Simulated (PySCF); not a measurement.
# C₄H₈SeSi: electronic excitations

Aim: predict the electronic excitations of C₄H₈SeSi (`C#CCC[SiH2][SeH]`).

Programs: PySCF 2.14.0, with density-fitted response routines of our own. Each step states its level of theory. These are calculated values for one molecule in the gas phase, unless marked as measured. Atoms are numbered from 0 throughout.

**1. The molecule as given**

14 atoms, charge 0, multiplicity 1; geometry from: GFN2-xTB.

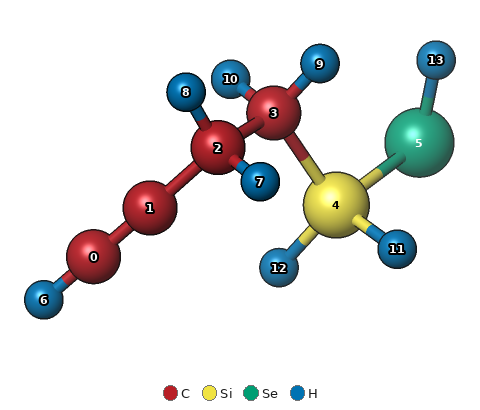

As it starts; carbon red, silicon yellow, selenium teal, hydrogen blue, atoms numbered.

**2. Ultraviolet spectrum: B3LYP/def2-SVPD**

What the job is given:

```
{"job": {"kind": "uv", "xc": "B3LYP", "basis": "def2-SVPD", "nstates": 8, "ntriplets": 3}, "charge": 0, "multiplicity": 1}
C     -2.367834    -0.721332    -1.282535
C     -1.862978     0.026510    -0.496832
C     -1.237047     0.947083     0.429006
C      0.248458     1.139455     0.114511
Si     1.236639    -0.474764     0.295239
Se     3.442675    -0.013406    -0.148136
H     -2.820168    -1.379052    -1.963037
H     -1.356339     0.562302     1.446093
H     -1.758798     1.908230     0.368456
H      0.652585     1.905337     0.781754
H      0.351830     1.520931    -0.903849
H      1.156313    -0.981182     1.667213
H      0.876356    -1.490332    -0.684746
H      3.437630     1.329771     0.354694
```

With the program's defaults for keys left out, this is: TDDFT B3LYP/def2-SVPD, vertical, gas phase, core orbitals frozen in the response.

Run with:

```
OMP_NUM_THREADS=1 python probes_run.py task.json out
```

The driver reads the jobs from task.json and runs them one after another.

The log of the run:

```text
coarse grid: 54240 points
cycle   1  E = -2847.7566743189  dE = -3.989e-01  |g| = 4.341e-01  |ddm| = 9.580e+00
cycle   2  E = -2847.7560373681  dE =  6.370e-04  |g| = 4.224e-01  |ddm| = 2.457e+00
cycle   3  E = -2847.8074568642  dE = -5.142e-02  |g| = 6.400e-02  |ddm| = 8.751e-01
cycle   4  E = -2847.8081533764  dE = -6.965e-04  |g| = 2.774e-02  |ddm| = 1.155e-01
cycle   5  E = -2847.8082937201  dE = -1.403e-04  |g| = 1.539e-02  |ddm| = 6.024e-02
cycle   6  E = -2847.8083475111  dE = -5.379e-05  |g| = 4.047e-03  |ddm| = 2.211e-02
cycle   7  E = -2847.8083519915  dE = -4.480e-06  |g| = 5.674e-04  |ddm| = 7.169e-03
final grid: 112808 points
cycle   8  E = -2847.8083227863  dE = -4.808e-08  |g| = 7.002e-04  |ddm| = 1.030e-02
cycle   9  E = -2847.8083226244  dE =  1.619e-07  |g| = 1.043e-03  |ddm| = 2.523e-03
cycle  10  E = -2847.8083228944  dE = -2.701e-07  |g| = 2.168e-04  |ddm| = 1.460e-03
cycle  11  E = -2847.8083229060  dE = -1.151e-08  |g| = 2.710e-05  |ddm| = 2.879e-04
cycle  12  E = -2847.8083229062  dE = -2.046e-10  |g| = 4.566e-06  |ddm| = 5.440e-05
converged SCF energy = -2847.8083229062

Static polarisability (au): isotropic 102.104, principal 84.153 95.059 127.101

Singlet excitations
state   eV       nm        f      main configurations
  1   5.2550    235.9   0.02106   H->L 0.71, H->L+1 0.26
  2   5.4066    229.3   0.00796   H->L+1 0.48, H->L 0.27, H->L+2 0.23
  3   5.8698    211.2   0.02154   H->L+2 0.71, H->L+1 0.23
  4   6.2079    199.7   0.00034   H->L+3 0.92
  5   6.4891    191.1   0.00122   H-2->L 0.36, H-2->L+3 0.18, H-2->L+1 0.13
  6   6.5978    187.9   0.00706   H-1->L 0.48, H-2->L 0.14, H-1->L+1 0.14
  7   6.7040    184.9   0.00377   H-1->L+4 0.20, H-1->L+2 0.20, H-1->L+1 0.17
  8   6.7622    183.3   0.03885   H->L+4 0.77, H->L+7 0.11

Triplet excitations (Tamm-Dancoff, eV): 4.8717 5.1027 5.4949
```

It took 41 s on 1 thread of Arm Neoverse V2, shared host; peak memory 0.83 GiB.

Frontier orbitals and where they lie:

| orbital | eV | atoms |
| --- | --- | --- |
| HOMO−3 | -8.31 | Se5 55 %, Si4 17 %, C3 8 % |
| HOMO−2 | -7.78 | C0 41 %, C1 38 %, C2 7 % |
| HOMO−1 | -7.73 | C0 37 %, C1 34 %, C2 9 % |
| HOMO | -6.58 | Se5 78 %, Si4 10 %, H13 7 % |
| LUMO | -0.32 | Se5 36 %, Si4 19 %, H13 11 % |
| LUMO+1 | -0.10 | Se5 34 %, H13 13 %, Si4 10 % |
| LUMO+2 | 0.18 | Se5 36 %, Si4 19 %, C3 8 % |

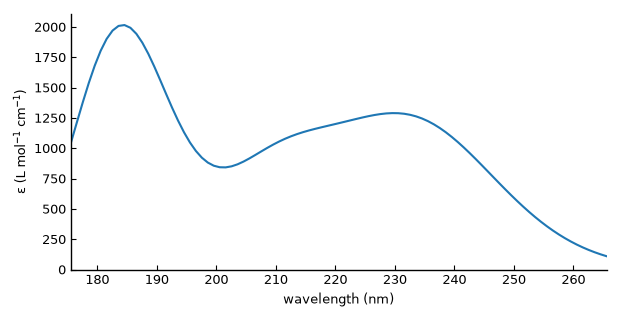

Absorption spectrum: each of the 8 states is a Gaussian band of 0.4 eV half-width at 1/e. Beyond the last state computed it falls off for lack of states.

Ground-state properties from the same run:

```
           property  computed
  dipole moment (D)      1.90
polarisability (Å³)     15.13
 HOMO–LUMO gap (eV)      6.26
      −ε(HOMO) (eV)      6.58
```

**3. Results**

```
                                quantity                        value
        lowest singlet (B3LYP/def2-SVPD)  5.25 eV (236 nm), f = 0.021
brightest single state of those computed  state 8, 6.76 eV, f = 0.039
                          lowest triplet                      4.87 eV
```

**Reading.** The first singlet state (HOMO→LUMO 0.71, HOMO→LUMO+1 0.26) lies at 5.25 eV and is weak; of the 8 states computed, the strongest absorption comes from state 8 at 6.76 eV (the last computed, so partners may be missing). The lowest triplet lies 0.38 eV below the lowest singlet (triplets in Tamm-Dancoff, singlets in full TDDFT). States above −ε(HOMO) lie where TDDFT describes them poorly and they hang on the basis; the brightest is among them.
